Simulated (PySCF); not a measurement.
## Electronic structure of C$_{5}$H$_{12}$BNSi (SMILES BN1CC/C(=C\[SiH3])C1) in real space

```xyz
20

B     2.9524    0.8135   -0.9280
N     1.8217    0.3986   -0.2668
C     1.1247    1.1010    0.7934
C    -0.3592    0.8553    0.5046
C    -0.3598   -0.4907   -0.1627
C    -1.4199   -1.2545   -0.3950
Si   -3.1790   -0.8098    0.0845
C     1.0705   -0.8170   -0.5175
H     3.3942    0.1395   -1.7791
H     3.4451    1.8330   -0.6255
H     1.3898    0.6638    1.7666
H     1.3977    2.1551    0.8008
H    -0.7463    1.6065   -0.1883
H    -0.9772    0.8740    1.4012
H    -1.2528   -2.1983   -0.9000
H    -3.6064    0.4046   -0.6172
H    -3.2619   -0.5657    1.5292
H    -4.0541   -1.9272   -0.2727
H     1.4309   -1.6316    0.1303
H     1.1846   -1.1392   -1.5540
```

Geometry: GFN2-xTB.

The calculation used PBE0/pcSseg-1, SCF density, gas phase, non-relativistic in PySCF.

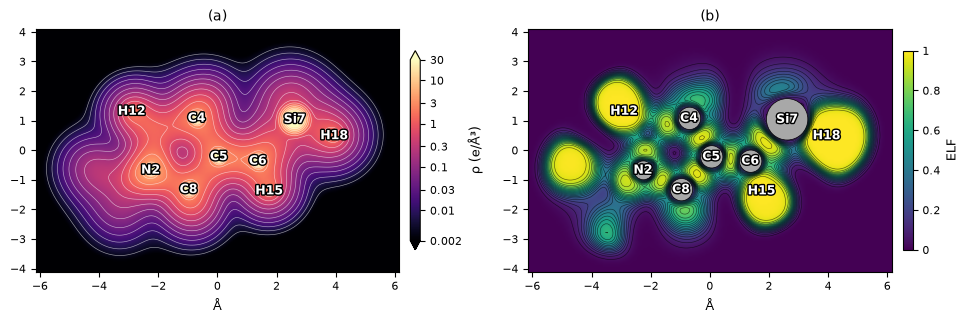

Figure 1. (a) electron density; (b) electron localisation function on the plane of atoms C6, Si7 and H18. Grey discs cover the atomic cores in the ELF map.

What do the fields say about this system?

- The section cuts through N, C, Si and H sites.
- C–C (1.33 Å): ρ at the midpoint is about 2.3 e/Å³; the ELF peaks at about 0.90 between the atoms: a short, multiple covalent bond.
- C–N (1.45 Å): ρ at the midpoint is about 1.9 e/Å³; the ELF peaks at about 0.95 between the atoms; a shared electron pair.
- C–Si (1.88 Å): ρ is about 0.94 e/Å³ halfway; the ELF peaks at about 0.95 between the atoms, as expected for a covalent bond.
- C–H (1.08 Å): ρ at the midpoint is about 2 e/Å³; the ELF climbs to about 1 towards the hydrogen, as it does in any bond to H: a covalent bond by its length.
- C–C (1.50 Å): ρ is about 1.7 e/Å³ halfway; the ELF peaks at about 0.95 between the atoms: a shared electron pair.

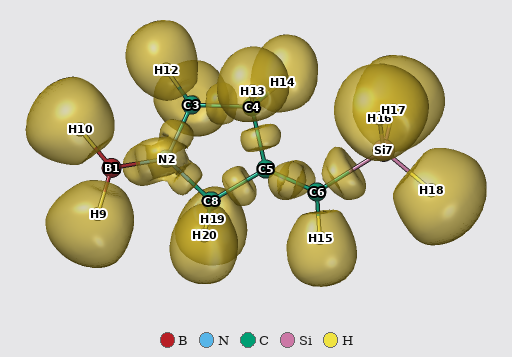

Figure 2. Isosurface of the ELF at 0.75 (yellow), seen across its widest extent. Only the valence region is drawn (cores and ρ < 0.01 e/Å³ removed).

Where are the electrons localised?

At this value the surface marks out four regions between bonded C–C atoms (shared pairs), one region between bonded C–Si atoms (shared pairs), twelve regions around hydrogen nuclei and one region on N in which the atom's valence shell and bonds are merged.


 B–N (1.37 Å): the ELF peaks at about 0.90 between the atoms; a short, strongly polar bond.

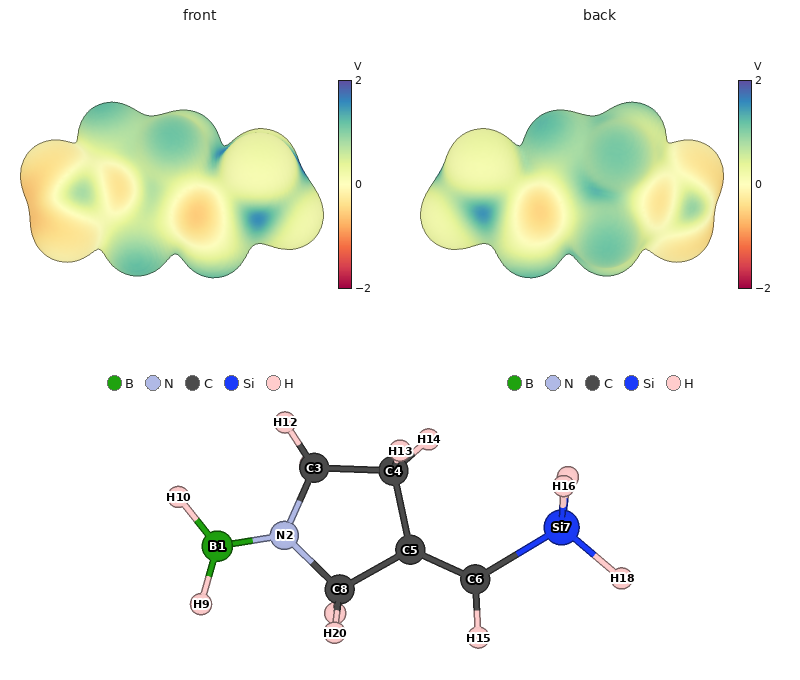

Figure 3. The molecular electrostatic potential painted on the density surface at 0.004 e/bohr³, seen from the front and from behind; red is negative and blue positive. The bare structure is drawn below in the same view.

Describe the electrostatic potential map.

The most negative region (about −0.6 V, or −14 kcal/mol for a unit charge) lies over C6, H9 and H10, the most positive (about +1.6 V, or +37 kcal/mol for a unit charge) over Si7.

What dipole moment does the calculation give?

Its dipole moment is 1.31 D.
